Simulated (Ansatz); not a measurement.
Response to strain in Ru

Consider Ru in the hcp (Mg type) structure (space group P6_3/mmc, No. 194; a = 2.6756 Å, c = 4.2237 Å; relaxed with 0.1 eV smearing). Axes: x lies along a and z along c of the hexagonal cell.

Strains are applied to the cell and any free atomic positions relax; under biaxial strain the out-of-plane vector relaxes too.

Computed with plane-wave PAW DFT at the LDA level (Ansatz, an electronic-structure program, 420 eV), no spin-orbit coupling.

Notes on the quantities. in-plane stress: mean in-plane stress (compression positive).

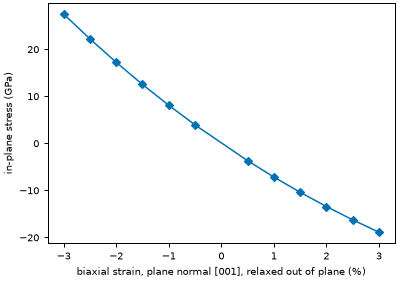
Figure. in-plane stress against biaxial strain, plane normal [001], relaxed out of plane

| biaxial strain, plane normal [001], relaxed out of plane (%) | in-plane stress |
|---|---|
| -3 | +27.5 GPa |
| -2.5 | +22.2 GPa |
| -2 | +17.2 GPa |
| -1.5 | +12.5 GPa |
| -1 | +8.1 GPa |
| -0.5 | +3.9 GPa |
| 0.5 | -3.7 GPa |
| 1 | -7.1 GPa |
| 1.5 | -10.4 GPa |
| 2 | -13.4 GPa |
| 2.5 | -16.3 GPa |
| 3 | -18.9 GPa |

Stability against distortions was not tested. The final runs are not spin-polarised.
